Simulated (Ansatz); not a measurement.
**F$_{2}$H$_{4}$W: density, localisation and related maps**

```yaml
atoms:
  - { symbol: W, position_ang: [-0.0626, 0.0235, 0.2236] }
  - { symbol: F, position_ang: [0.6690, 1.0368, 1.7042] }
  - { symbol: H, position_ang: [0.9383, -1.0522, 1.0466] }
  - { symbol: H, position_ang: [0.5158, 1.4502, -0.4589] }
  - { symbol: F, position_ang: [-1.8784, -0.1209, 0.4881] }
  - { symbol: H, position_ang: [0.4330, -1.3780, -0.6052] }
  - { symbol: H, position_ang: [0.1945, 0.0405, -1.4589] }
```

Core potentials replace the inner electrons of W.

All numbers below come from RKS revPBE-D4/def2-SVP in Ansatz.

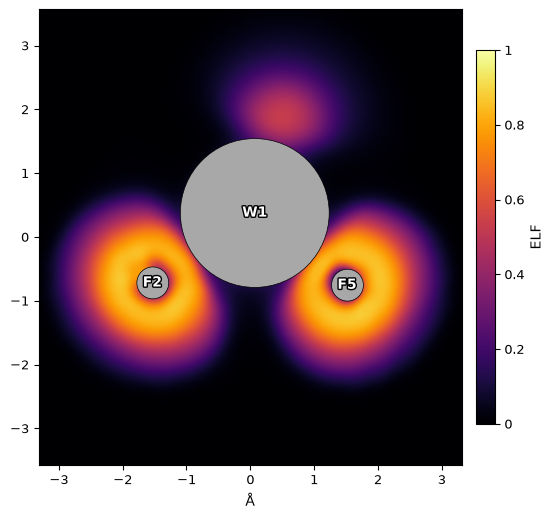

Figure 1. ELF on the plane of atoms F2, W1 and F5. Grey discs cover the atomic cores.

Question: Interpret the plot.

Answer: Atoms in the plane: W and F. W–F (1.84 Å): the ELF peaks at about 0.85 in the valence shell of F, 0.5 Å from its nucleus, and drops to about 0.20 between the two atoms. W–F (1.94 Å): the ELF peaks at about 0.80 in the valence shell of F, 0.5 Å from its nucleus, and drops to about 0.20 between the two atoms.

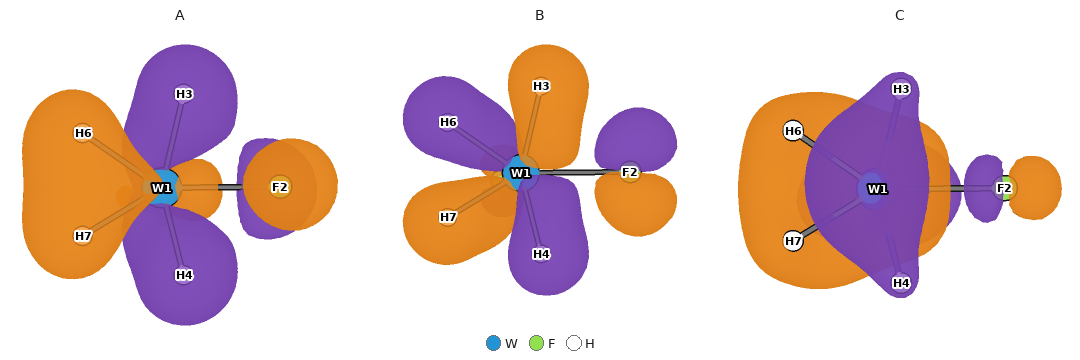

Figure 2. Three frontier orbitals at ±0.1 Å⁻³ᐟ² (orange and purple are the two phases), in no order.

Question: Which picture is the HOMO−1, the HOMO and the LUMO?

Answer: A is the HOMO−1 (−8.03 eV). By Hirshfeld shares it lies mainly on W1 (about 35 %), F2 (about 25 %), H6 (about 10 %), H7 (about 10 %), H3 (about 10 %) and H4 (about 10 %). B is the HOMO (−6.45 eV). Its weight (Hirshfeld) is mainly on W1 (about 40 %), F2 (about 25 %), H6 (about 10 %), H7 (about 10 %), H3 (about 5 %) and H4 (about 5 %). C is the LUMO (−3.66 eV). It lies mainly on W1 (about 70 %) and F5 (about 10 %).

Question: What is the HOMO–LUMO gap?

Answer: 2.79 eV between the orbital energies.

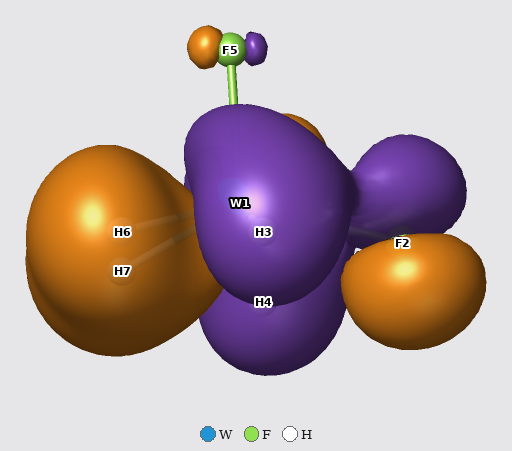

Figure 3. The HOMO−1 at ±0.08 Å⁻³ᐟ² (orange and purple are the two phases), seen from one side.

Question: What is the character of this orbital?

Answer: It lies mainly on W1 (about 35 %), F2 (about 25 %), H6 (about 10 %), H7 (about 10 %), H3 (about 10 %) and H4 (about 10 %). Its energy is −8.03 eV.
